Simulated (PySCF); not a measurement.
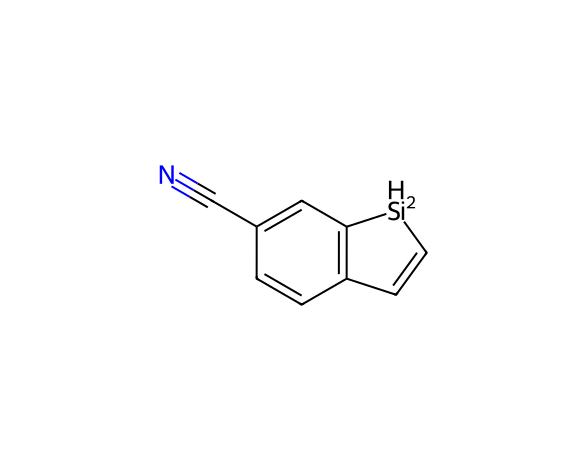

2D structure.

> Write the SMILES.

N#Cc1ccc2c(c1)[SiH2]C=C2

> What is the molecular formula?

C9H7NSi.

> An optimisation with PBE0-D3(BJ)/def2-SVP gave a structure of which point group?

Cs.

The parts below concern this one geometry. Atoms keep their numbers from picture to picture. The computed structure is the end point of a PBE0-D3(BJ)/def2-SVP optimisation. No frequency run is at hand to confirm it as a minimum.

Shape

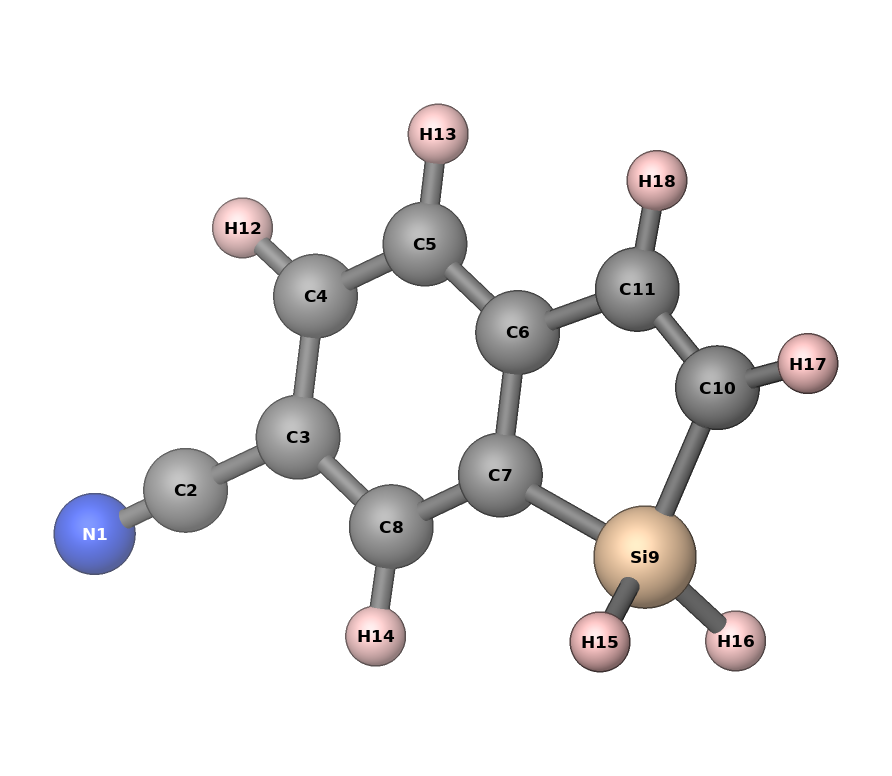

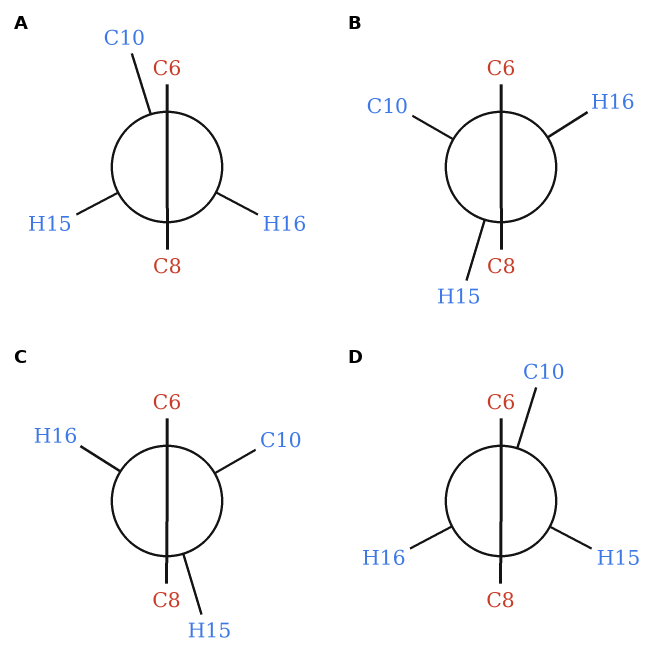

Distant atoms are faded towards the background colour. Bonds that would overlap in a projection are set slightly apart. No frequency run is at hand to confirm it as a minimum.

> Which Newman projection shows the view along C7–Si9, with C7 in front?

D. The torsion angle C6–C7–Si9–C10 is 0°, synperiplanar (eclipsed).

Levels of theory compared

No frequency run is at hand to confirm it as a minimum. Program: PySCF 2.14.0.

At this fixed geometry, give HOMO energy (eV) at these levels: CAM-B3LYP/def2-SVPD; KT2/pcSseg-2; PBE0/pcSseg-1; PBE0/pcSseg-1 in dichloromethane (IEF-PCM); PBE0/pcSseg-1 in methanol (IEF-PCM).

| level | HOMO energy (eV) |
| --- | --- |
| CAM-B3LYP/def2-SVPD | −8.29 |
| KT2/pcSseg-2 | −6.24 |
| PBE0/pcSseg-1 | −7.19 |
| PBE0/pcSseg-1 in dichloromethane (IEF-PCM) | −7.05 |
| PBE0/pcSseg-1 in methanol (IEF-PCM) | −7.04 |

Dipole moment

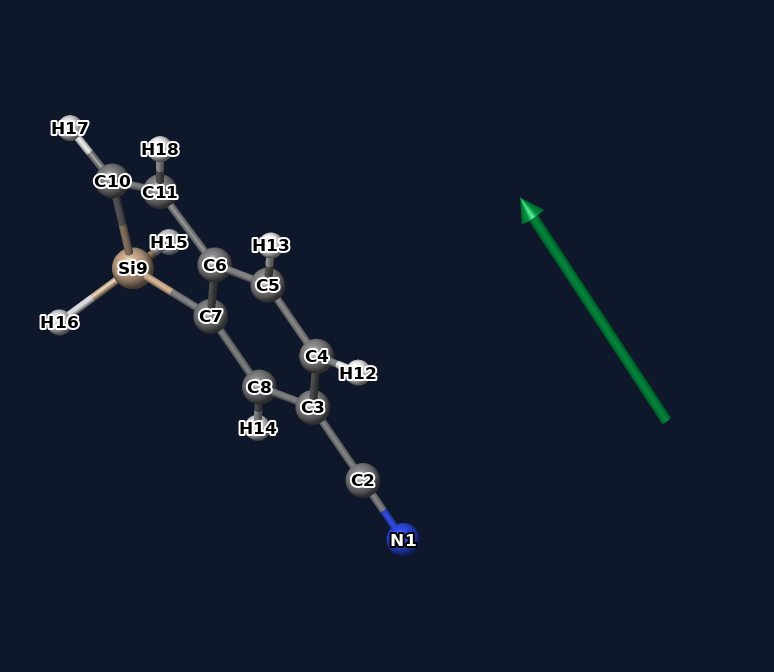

The arrow beside the molecule shows the direction of the dipole moment, from the negative to the positive end (its length means nothing). No frequency run is at hand to confirm it as a minimum. Level of theory: KT2/pcSseg-2, gas phase (PySCF 2.14.0).

> Estimate the dipole moment.

4.99 D; it points from the side of N1 to the side of H17 (the outermost atoms at the two ends).

Polarisability

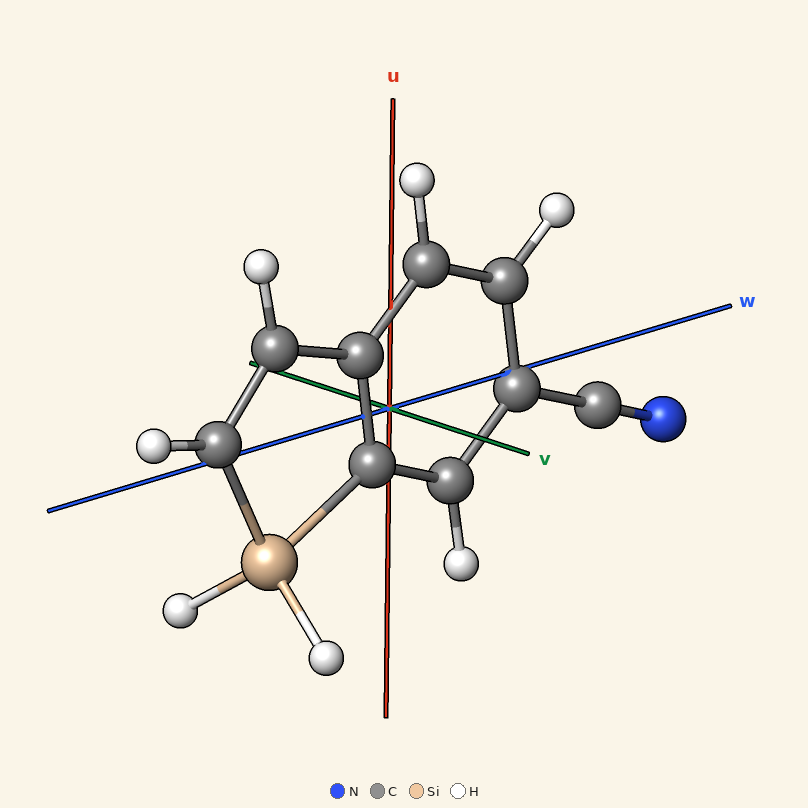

The lines u, v and w are the principal axes of the static dipole polarisability. No frequency run is at hand to confirm it as a minimum. Level of theory: CAM-B3LYP/def2-SVPD (PySCF 2.14.0).

> Along which axis is the molecule most polarisable, and along which least?

Most along w, least along v.

> Give the three principal values.

u 134.2, v 77.5, w 198.7 bohr³; mean 136.8, anisotropy 105.0 bohr³.

Excitation

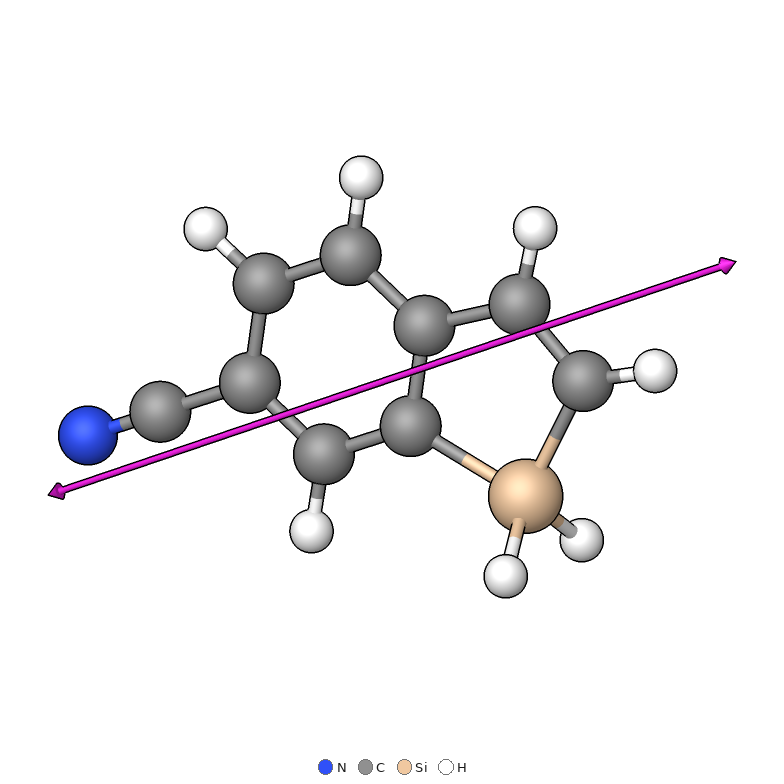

The double arrow shows the direction of the transition dipole to excited singlet state 7 (its length means nothing). No frequency run is at hand to confirm it as a minimum. Level of theory: TDDFT CAM-B3LYP/def2-SVPD, vertical, gas phase, core orbitals frozen in the response (PySCF 2.14.0).

> Give its energy, strength and character.

6.54 eV (190 nm), oscillator strength 0.082, mainly HOMO−2 → LUMO (weight 0.56); transition dipole 1.82 D.
